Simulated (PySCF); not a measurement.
SMILES [Al]([CH2]C)([Cl])[F] (C₂H₅AlClF) at its PBE0/def2-SVP optimised geometry (Å):

```
10

Al     0.4907     0.4761     0.0000
F     -0.2268     1.9762     0.0000
Cl     2.5877     0.4761     0.0000
C     -0.5577    -1.1574    -0.0017
C     -2.0780    -0.9991     0.0046
H     -0.2190    -1.7527     0.8666
H     -0.2260    -1.7449    -0.8780
H     -2.4373    -0.4422    -0.8747
H     -2.4312    -0.4519     0.8924
H     -2.5877    -1.9762     0.0009
```

Calculation: PBE0/def2-TZVP run with PySCF. Cells within 0.4 Å of a nucleus heavier than hydrogen are left out (blank, or x).

Map of the electrostatic potential (hartree/e), clipped to [-0.08, 0.12] on the plane z = 0.0 Å:

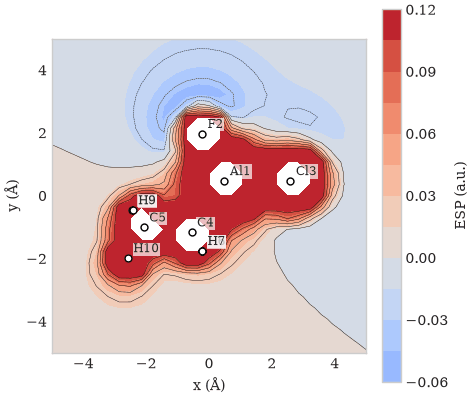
*Electrostatic potential (hartree/e), clipped to [-0.08, 0.12] on the plane z = 0.0 Å.*
